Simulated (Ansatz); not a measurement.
# BGeH3Cl2 (SMILES Cl[B](Cl)[GeH3]): PBE0/cc-pVDZ

Aim: the electronic atomisation energy of BGeH3Cl2 at PBE0/cc-pVDZ, from 5 runs. 

Program for the calculation: Ansatz 0.2.0.

72 further runs of the same task are left out: 72 set aside as unsound or not needed.

## 1. The structure to begin with

The species is BGeH3Cl2 (7 atoms), meant as a singlet with charge 0. As SMILES, `Cl[B](Cl)[GeH3]`. Geometry: relaxed at PBE0-D4/def2-TZVP.

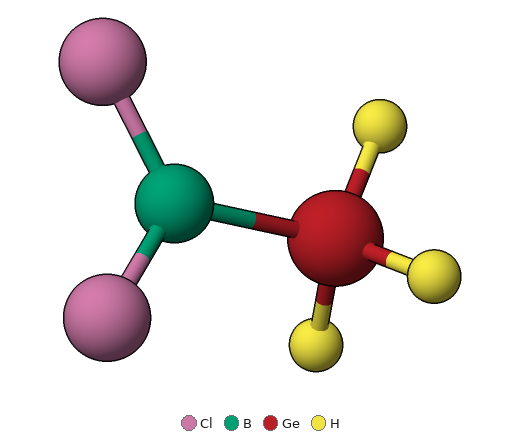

The structure, seen from a chosen angle (chlorine pink, boron teal, germanium red, hydrogen yellow).

## 2. A single-point energy at PBE0/cc-pVDZ

The input, job.yaml:

```yaml
crystal:
  periodic: [false, false, false]
  atoms:
    - {symbol: Cl, position_ang: [1.749500, -1.428200, 1.208700]}
    - {symbol: B, position_ang: [0.206400, -1.021900, 0.511500]}
    - {symbol: Cl, position_ang: [-1.082400, -2.191800, 0.604700]}
    - {symbol: Ge, position_ang: [-0.123100, 0.798500, -0.412200]}
    - {symbol: H, position_ang: [-0.556200, 0.560600, -1.868300]}
    - {symbol: H, position_ang: [-1.266100, 1.534300, 0.306700]}
    - {symbol: H, position_ang: [1.133300, 1.680500, -0.396700]}
basis:
  gaussian:
    orbitals: cc-pVDZ
magnetization:
  spin_polarized: false
  initial_magnetization: 0
hamiltonian:
  xc: pbe0
accuracy: high
output: {orbitals: {seedname: orbitals}}
```

Launch:

```sh
$ ansatz run job.yaml --threads 1 --pin off --max-ram 3480MiB --events-out events.jsonl --progress --plain --runs-dir runs
```

The log of the run:

```text
Warning: RAYON_NUM_THREADS=1 ignored (pool sized by the plan → 1); use --threads N
Functional definition: PBE0
  name "PBE0"
  parameter a = 0.25
  parameter kappa = 0.804
  parameter beta = 0.06672455060314922
  exchange = (1 - a)*pbe_x(kappa = kappa, mu = beta*pi^2/3) + a*exact_x
  correlation = pbe_c(beta = beta)
2113 factors; integrals over basis functions are off by at most 4.4e-9 eV
mean field evaluation 1: about -82273.2278 eV, gradient 1.0e1 eV
mean field evaluation 2: about -82273.4563 eV, gradient 5.9e0 eV
mean field evaluation 4: about -82273.5502 eV, gradient 6.1e-1 eV
mean field evaluation 8: about -82273.6735 eV, gradient 4.8e-2 eV
mean field evaluation 16: about -82273.6735 eV, gradient 4.9e-6 eV
mean field -82273.67351236 eV, -3023.5017344802 hartree, gradient 3.7e-8 eV, S^2 0.000000; 0 other end points of the search recorded, 0 dependent functions left out
reference -82273.67351484 eV, -3023.5017345716 hartree; 37, 37 occupied and 55, 55 virtual orbitals, 2113 factors
Total energy: -82273.67351484 eV, -3023.5017345716 hartree
```

It took 13 s on 1 thread of Arm Neoverse V1, shared host; peak memory 0.38 GiB.

## 3. The B atom at the same level

The input, run.yaml:

```yaml
crystal:
  periodic: [false, false, false]
  atoms:
    - {symbol: B, position_ang: [0.000000, 0.000000, 0.000000]}
basis:
  gaussian: {orbitals: cc-pVDZ}
total_charge: 0
magnetization: {spin_polarized: true, initial_magnetization: 1}
hamiltonian: {xc: pbe0}
accuracy: high
```

Run the same way, it converges to -24.61592 Eh (log not shown).

## 4. The Cl atom, same level

The input, run.yaml:

```yaml
crystal:
  periodic: [false, false, false]
  atoms:
    - {symbol: Cl, position_ang: [0.000000, 0.000000, 0.000000]}
basis:
  gaussian:
    orbitals: cc-pVDZ
magnetization:
  spin_polarized: true
  initial_magnetization: 1
hamiltonian:
  xc: {name: PBE0}
accuracy: high
```

Run the same way, it converges to -459.99033 Eh (log not shown).

## 5. The Ge atom, same level

The input, in.yaml:

```yaml
basis:
  gaussian: {orbitals: cc-pVDZ}
crystal:
  periodic: [false, false, false]
  atoms:
    - {symbol: Ge, position_ang: [0.000000, 0.000000, 0.000000]}
magnetization: {spin_polarized: true, initial_magnetization: 2}
hamiltonian: {xc: {name: PBE0}}
accuracy: high
```

Run the same way, it converges to -2076.62760 Eh (log not shown).

## 6. The H atom

The input, job.yaml:

```yaml
basis:
  gaussian:
    orbitals: cc-pVDZ
crystal:
  periodic: [false, false, false]
  atoms:
    - {symbol: H, position_ang: [0.000000, 0.000000, 0.000000]}
accuracy: high
magnetization:
  spin_polarized: true
  initial_magnetization: 1
hamiltonian:
  xc: pbe0
```

Run the same way, it converges to -0.50029 Eh (log not shown).

## 7. Summary of results

Level: PBE0/cc-pVDZ.

```
                     quantity           value
       molecule: total energy  -3023.50173 Eh
        molecule: HOMO energy        -8.23 eV
        molecule: LUMO energy        -1.97 eV
      molecule: HOMO–LUMO gap         6.26 eV
         B atom: total energy    -24.61592 Eh
                 B atom: ⟨S²⟩           0.753
        Cl atom: total energy   -459.99033 Eh
                Cl atom: ⟨S²⟩           0.752
        Ge atom: total energy  -2076.62760 Eh
                Ge atom: ⟨S²⟩           2.003
         H atom: total energy     -0.50029 Eh
                 H atom: ⟨S²⟩           0.750
electronic atomisation energy       21.135 eV
```

What this shows: Taking the molecule apart into free atoms costs 21.13 eV (2039 kJ/mol), before zero-point energy and without spin-orbit coupling.
